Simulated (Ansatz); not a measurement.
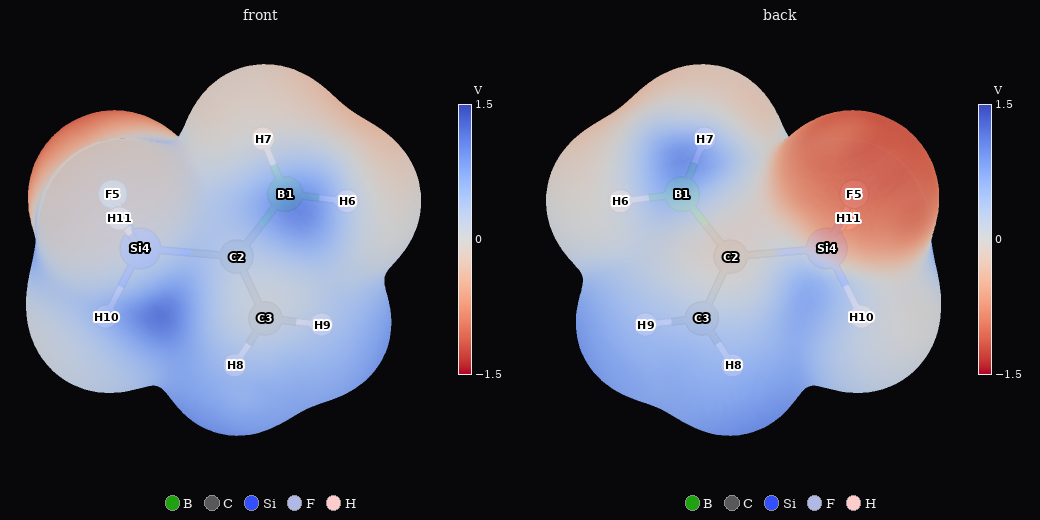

The picture shows: C₂H₆BFSi. The electrostatic potential painted on the density surface at 0.001 e/bohr³, seen from the front and from behind; the colour scale runs from red (negative) to blue (positive).

All numbers below come from Ansatz 0.2.0, RKS r2SCANh/cc-pVDZ.

Input

```
crystal:
  periodic: [false, false, false]
  atoms:
    - { symbol: B, position_ang: [-0.6994, 1.4702, -0.0551] }
    - { symbol: C, position_ang: [0.0327, 0.1699, -0.2773] }
    - { symbol: C, position_ang: [0.5146, -0.1417, -1.4851] }
    - { symbol: Si, position_ang: [0.2506, -0.998, 1.136] }
    - { symbol: F, position_ang: [-1.1408, -2.0657, 1.1079] }
    - { symbol: H, position_ang: [-0.8764, 2.2967, -0.9594] }
    - { symbol: H, position_ang: [-1.1906, 1.7761, 0.9901] }
    - { symbol: H, position_ang: [1.1088, -1.066, -1.6283] }
    - { symbol: H, position_ang: [0.4582, 0.5469, -2.2769] }
    - { symbol: H, position_ang: [1.4226, -1.7825, 1.0404] }
    - { symbol: H, position_ang: [0.1851, -0.2628, 2.4283] }
basis:
  gaussian: { orbitals: cc-pVDZ }
hamiltonian:
  xc: r2scanh
relax:
  f_tol: 0.015
  max_steps: 40
output:
  orbitals: {}
```

Launched as:

```sh
ansatz run input.yaml --threads 2 --pin off --max-ram 3072MiB --backend cpu --events-out ev --progress --plain --runs-dir out
```

The fields are those of the relaxed geometry.

Q: Describe the electrostatic potential map.

A: The most negative region (about −1.1 V, or −25 kcal/mol for a unit charge) lies over F5, the most positive (about +1.1 V, or +25 kcal/mol for a unit charge) over B1 and Si4.
